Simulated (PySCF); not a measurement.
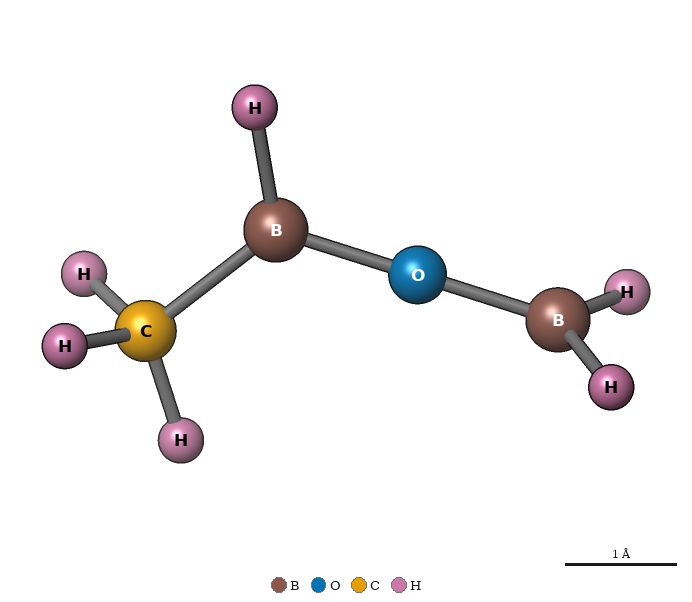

Rendered structure (ball-and-stick style).

Which formula does it have?

Answer. CH₆B₂O, 10 atoms: 1 carbon, 6 hydrogen, 2 boron and 1 oxygen.

Write the SMILES.

Answer. BOBC

More results for the same structure follow; atom numbers are the same in all pictures, views and colours differ. The geometry was computed by an optimisation with PBE0-D3(BJ)/def2-SVP. No frequency run is at hand to confirm it as a minimum.

## Levels of theory compared

No frequency run is at hand to confirm it as a minimum. Program: PySCF 2.14.0.

Compare lowest singlet excitation (eV), HOMO energy (eV), dipole (D) at these levels: B3LYP/def2-SVPD; BHandHLYP/def2-SVPD; CAM-B3LYP/def2-SVPD; HF/def2-SVPD; LDA/def2-SVPD; PBE/def2-SVPD; PBE0/def2-SVPD; ωB97X-D/def2-SVPD.

| level | lowest singlet excitation (eV) | HOMO energy (eV) | dipole (D) |
| --- | --- | --- | --- |
| B3LYP/def2-SVPD | 5.99 | −8.43 | 0.74 |
| BHandHLYP/def2-SVPD | 6.34 | −9.98 | 0.68 |
| CAM-B3LYP/def2-SVPD | 6.04 | −10.07 | 0.72 |
| HF/def2-SVPD | 6.90 | −12.08 | 0.60 |
| LDA/def2-SVPD | 5.55 | −7.28 | 0.86 |
| PBE/def2-SVPD | 5.70 | −7.24 | 0.82 |
| PBE0/def2-SVPD | 6.02 | −8.62 | 0.76 |
| ωB97X-D/def2-SVPD | 6.17 | −10.53 | 0.72 |

## Quadrupole coupling

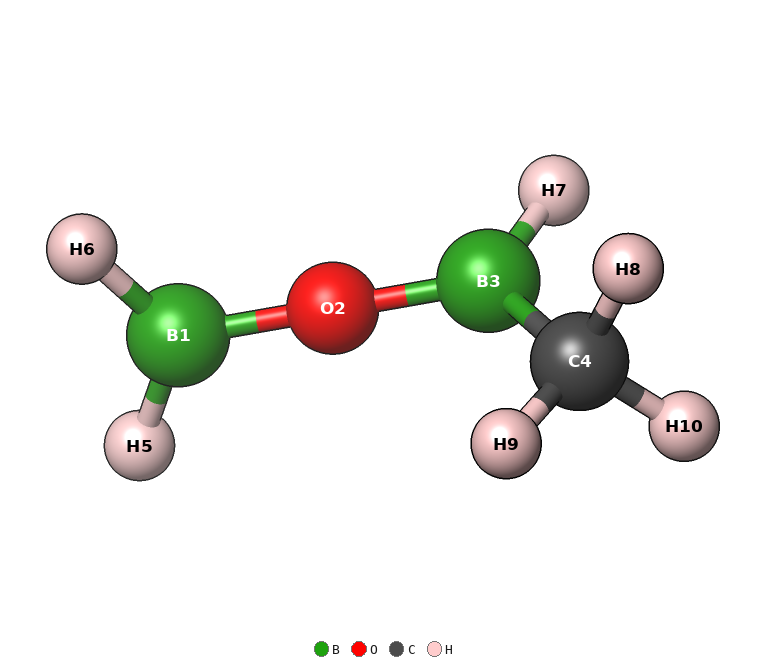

No frequency run is at hand to confirm it as a minimum. Electric field gradients from the ground-state density, B3LYP/cc-pVTZ (PySCF 2.14.0), non-relativistic apart from any core potentials.

Give the largest field-gradient component, the quadrupole coupling constant and the asymmetry for 11B at B1 (Q = 40.59 mb), 17O at O2 (Q = −25.6 mb), 11B at B3 (Q = 40.59 mb), 2H at H5 (Q = 2.86 mb), 2H at H6 (Q = 2.86 mb).

| atom | V_zz (a.u.) | e²qQ/h (MHz) | η |
| --- | --- | --- | --- |
| B1 | 0.453 | 4.32 | 0.46 |
| O2 | 0.763 | −4.59 | 0.21 |
| B3 | 0.445 | 4.25 | 0.54 |
| H5 | 0.176 | 0.118 | 0.03 |
| H6 | 0.176 | 0.118 | 0.03 |

## Polarisability

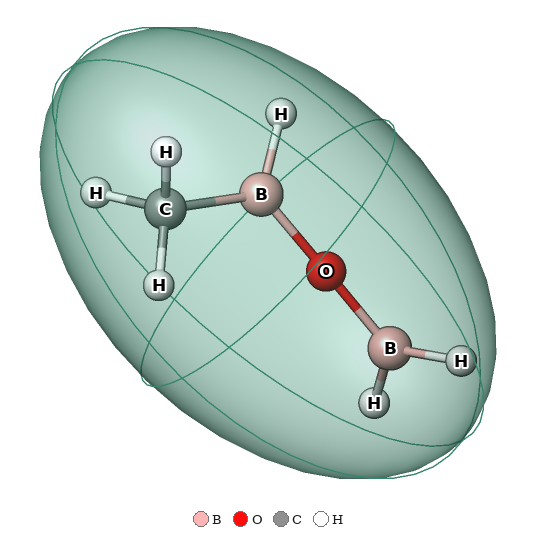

The ellipsoid shows the static dipole polarisability: its half-axes are proportional to the principal values. No frequency run is at hand to confirm it as a minimum. Computed with B3LYP/def2-SVPD (PySCF 2.14.0).

Give the principal values, the mean and the anisotropy.

Answer. Principal values 40.8, 42.6, 65.3 bohr³; mean 49.6 bohr³ (7.34 Å³); anisotropy 23.7 bohr³, so the longest axis is 1.60 times the shortest.

## NMR shielding

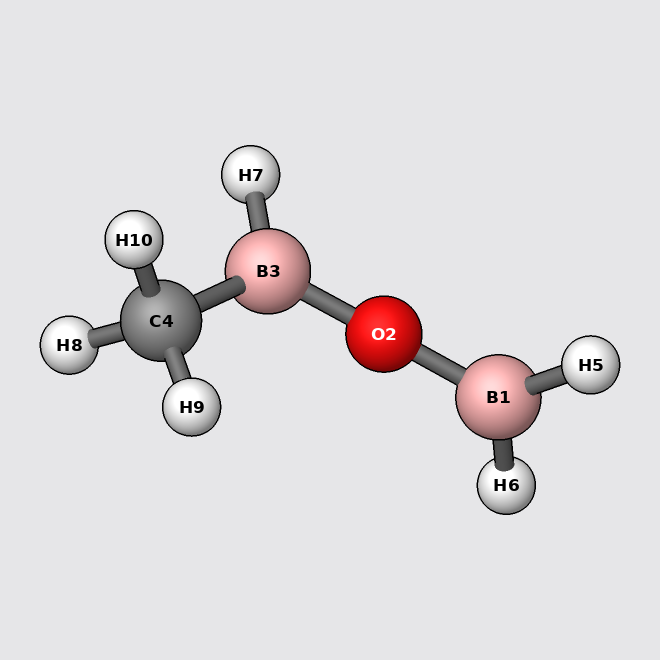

No frequency run is at hand to confirm it as a minimum. Method: GIAO LDA/pcSseg-2 NMR shielding, non-relativistic, gas phase (PySCF 2.14.0). Principal shieldings σ11 ≤ σ22 ≤ σ33, span Ω = σ33 − σ11, skew κ = 3(σiso − σ22)/Ω.

Give the shielding tensors of the C atoms.

| atom | σ11 | σ22 | σ33 | σiso | Ω | κ |
| --- | --- | --- | --- | --- | --- | --- |
| C4 | 149.8 | 170.5 | 190.3 | 170.2 | 40.5 | −0.02 |

Shieldings and span in ppm.
